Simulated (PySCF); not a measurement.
# NMR shielding calculation, with input and output: C2H9N2PSi

C2H9N2PSi, SMILES C=N[Si@](C)(N)P, computed with GIAO CAM-B3LYP/pcSseg-1 NMR shielding, non-relativistic, IEF-PCM chloroform (PySCF 2.14.0).

The geometry comes from this level: GFN2-xTB. Figures and captions count atoms from 1; the log counts them from 0 in places.

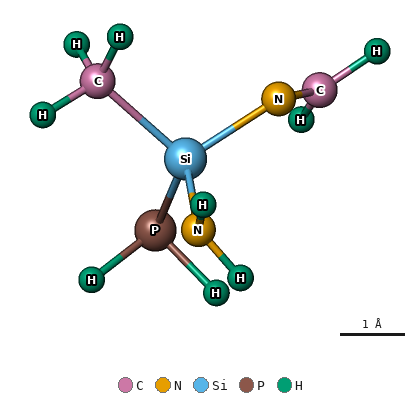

*The input geometry (ball-and-stick view, seen at a tilt).*

Bond lengths as drawn: C–H 1.08 to 1.10 Å, C–N 1.25 Å, C–Si 1.90 Å, H–N 1.01 Å, H–P 1.38 Å, N–Si 1.73 to 1.75 Å and P–Si 2.27 Å.

Key numbers:

| quantity | value |
| --- | --- |
| outcome | converged |
| total energy | −821.896324 hartree |
| HOMO | −7.97 eV |
| LUMO | 0.61 eV |
| dipole moment | 1.33 D |
| isotropic shielding, C | 8.7 to 185.3 ppm |
| isotropic shielding, N | −173.2 to 233.2 ppm |
| isotropic shielding, Si | 335.9 ppm |
| isotropic shielding, P | 603.0 ppm |
| isotropic shielding, H | 23.4 to 31.7 ppm |
| hardware | 1 CPU thread, shared host |
| wall time | 40 s |
| peak memory | 0.9 GiB |

The input:
```
{"job": {"kind": "nmr", "xc": "CAM-B3LYP", "basis": "pcSseg-1", "solvent": "chloroform", "pop": false}, "charge": 0, "multiplicity": 1}
C     -0.161451    -2.363280    -0.689717
N      0.470810    -1.292312    -0.792560
Si     0.130186     0.218287     0.021830
C     -0.313643     1.485766    -1.315885
N      1.538749     0.792646     0.848330
P     -1.572222    -0.108618     1.483908
H     -1.049852    -2.492840    -0.057221
H      0.165062    -3.235575    -1.248780
H      0.395789     1.434793    -2.133493
H     -1.303841     1.301119    -1.718087
H     -0.294651     2.491257    -0.911377
H      2.313203     1.105226     0.284458
H      1.885572     0.264474     1.633662
H     -0.768179    -0.716238     2.433086
H     -1.446427     1.123574     2.090003
```

The first line tells a small driver script what to run in PySCF; the rest is the geometry in Å.

Run as:
```bash
OMP_NUM_THREADS=1 python <driver script> task.json out
```

Log:
```
coarse grid: 13128 points
cycle   1  E = -821.7808177870  dE =  5.283e-01  |g| = 5.792e-01  |ddm| = 3.384e+00
cycle   2  E = -821.7650622861  dE =  1.576e-02  |g| = 6.777e-01  |ddm| = 8.864e-01
cycle   3  E = -821.8579887867  dE = -9.293e-02  |g| = 7.427e-02  |ddm| = 4.814e-01
cycle   4  E = -821.8590258629  dE = -1.037e-03  |g| = 3.859e-02  |ddm| = 7.821e-02
cycle   5  E = -821.8593362453  dE = -3.104e-04  |g| = 8.215e-03  |ddm| = 3.420e-02
cycle   6  E = -821.8593518503  dE = -1.560e-05  |g| = 3.020e-03  |ddm| = 9.589e-03
cycle   7  E = -821.8593540339  dE = -2.184e-06  |g| = 6.234e-04  |ddm| = 3.615e-03
final grid: 116600 points
cycle   8  E = -821.8963205869  dE = -1.762e-05  |g| = 3.943e-03  |ddm| = 1.128e-02
cycle   9  E = -821.8963210120  dE = -4.251e-07  |g| = 3.797e-03  |ddm| = 5.862e-03
cycle  10  E = -821.8963240336  dE = -3.022e-06  |g| = 4.560e-04  |ddm| = 2.633e-03
cycle  11  E = -821.8963240722  dE = -3.863e-08  |g| = 1.520e-04  |ddm| = 3.966e-04
cycle  12  E = -821.8963240771  dE = -4.831e-09  |g| = 5.913e-05  |ddm| = 1.566e-04
cycle  13  E = -821.8963240778  dE = -7.385e-10  |g| = 1.439e-05  |ddm| = 6.251e-05
```

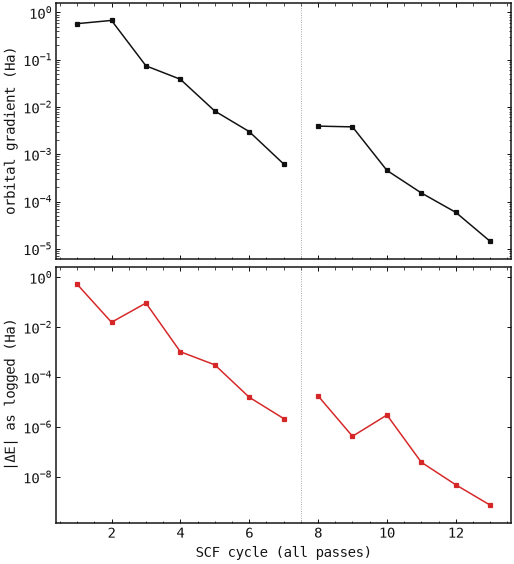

*Convergence of the self-consistent field: orbital gradient and size of the energy change against the SCF cycle. The dotted line marks the change from a coarse to the final integration grid.*

The first 7 cycles use a coarse grid, the final grid takes over at cycle 8, and the field converges after 13 cycles in all.

```
converged SCF energy = -821.8963240778

GIAO shielding tensors (ppm)
atom      isotropic    diamagn.    paramagn.     s11        s22        s33       span
  0 C        8.665     252.985    -244.320    -87.140    -13.005    126.138    213.278
  1 N     -173.229     335.046    -508.274   -561.063   -213.714    255.090    816.153
  2 Si     335.941     881.950    -546.009    317.574    334.308    355.941     38.367
  3 C      185.279     254.661     -69.382    174.885    186.728    194.224     19.339
  4 N      233.250     319.613     -86.364    208.002    231.118    260.630     52.628
  5 P      603.033     969.772    -366.740    543.260    607.208    658.630    115.370
  6 H       23.386      31.403      -8.017     21.278     22.020     26.860      5.582
  7 H       23.433      28.462      -5.028     21.717     23.579     25.005      3.288
  8 H       31.177      31.268      -0.091     26.834     28.490     38.206     11.372
  9 H       31.718      31.636       0.081     27.092     29.616     38.445     11.353
 10 H       31.591      31.124       0.468     27.488     29.155     38.131     10.643
 11 H       30.297      31.571      -1.273     23.096     26.159     41.636     18.540
 12 H       30.804      32.147      -1.343     23.748     27.152     41.513     17.765
 13 H       30.929      32.377      -1.448     26.252     27.908     38.626     12.374
 14 H       30.881      31.664      -0.783     26.306     27.908     38.428     12.122
```

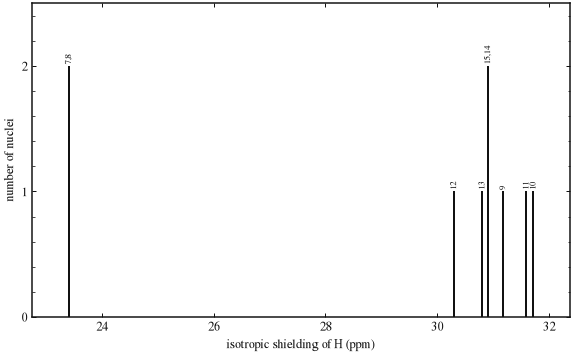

*Isotropic shieldings of the hydrogen nuclei in this fixed geometry, labelled by atom number; shielding grows to the right, so chemical shift grows to the left.*

The least shielded is H7 (23.4 ppm), the most shielded H10 (31.7 ppm).
